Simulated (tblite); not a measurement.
# ClGeH6N: the cost of one run

Programs: tblite 0.8.0 and PySCF 2.14.0. All values are calculated, for the isolated system unless a continuum is named. Atoms count from 0, parts from 1.

### Step 1. The system as given

9 atoms, charge 0, multiplicity 1; geometry: rigid parts in contact. Parts: 1 = atoms 0–4, `[Cl][GeH3]`, charge 0; 2 = atoms 5–8, `N`, charge 0.

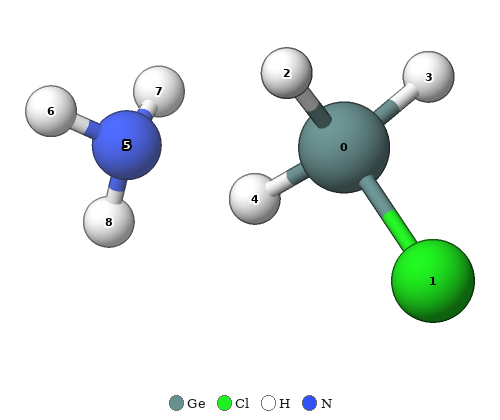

The starting geometry (germanium teal, chlorine green, hydrogen white, nitrogen blue), atoms numbered.

### Step 2. Search for minima with GFN2-xTB

The job: settings as JSON, then the geometry in Å.

```
{"job": {"kind": "dock", "xc": "GFN2-xTB", "basis": "xTB"}, "charge": 0, "multiplicity": 1, "parts": [{"atoms": "0-4", "charge": 0, "multiplicity": 1}, {"atoms": "5-8", "charge": 0, "multiplicity": 1}]}
Ge    -0.124569     0.005872     0.001558
Cl     1.958283    -0.091207    -0.022476
H     -0.556012     1.343407    -0.522208
H     -0.673096    -1.085887    -0.868271
H     -0.604607    -0.172185     1.411396
N     -2.586089    -0.535808     2.625325
H     -3.118169     0.304451     2.815748
H     -3.223975    -1.224708     2.245792
H     -2.243457    -0.889144     3.510303
```

Method: GFN2-xTB search for minima from random contacts, gas phase.

Run with:

```sh
$ OMP_NUM_THREADS=1 python cluster_run.py task.json out
```

The driver reads the jobs from task.json and runs them one after another.

Q: Estimate the wall time of this first job on 1 thread of Arm Neoverse V2, shared host.

About 6.3 s.
